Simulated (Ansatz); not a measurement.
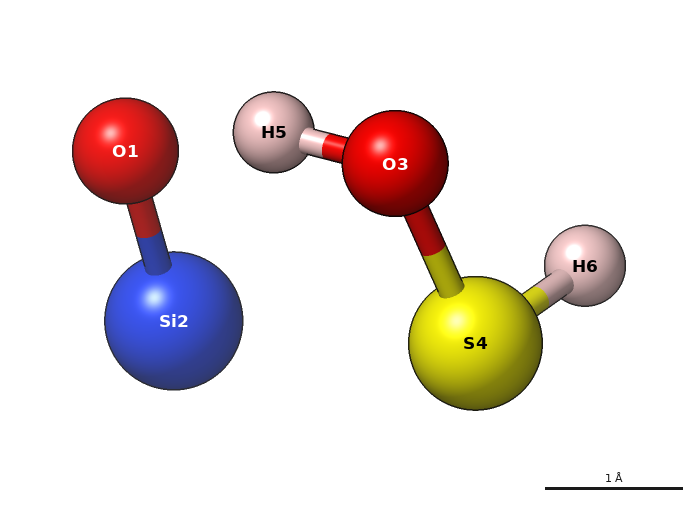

Computed geometry: PBE-D4/def2-SVP optimisation. No frequency run is at hand to confirm it as a minimum.

Find the hydrogen bonds (donors O, N, F, S or Cl) and give their geometry.

| D–H···A | D–H (Å) | H···A (Å) | angle (°) | kind |
| --- | --- | --- | --- | --- |
| O3–H5···O1 | 1.05 | 1.50 | 158 | intermolecular |
